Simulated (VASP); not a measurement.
Band structure of LiBr (rock salt). Calculation: RPBE GGA, VASP's PBE PAW potentials (set 64) (plane waves; VASP 6.6.1).

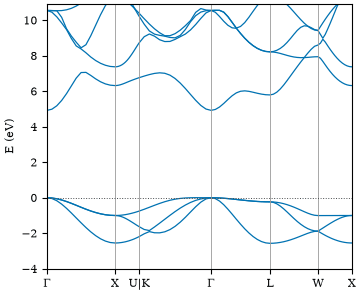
Bands along high-symmetry lines, zero at the valence-band maximum or, without a gap, the Fermi level

Q: Read the plot: is there a gap, and where are the band edges?

A: The gap is indirect, 4.92 eV, from the valence maximum at K-Γ at 0.79 to the conduction minimum at Γ. (Edges off the drawn lines would not show.)

Measured: gap 7.60 eV (computed value off by -2.68 eV), as given by Abedi et al., (2022), arXiv:2211.14644.

The compound is LiBr in the rock salt structure. It was relaxed first, which changed the volume by +7 %.
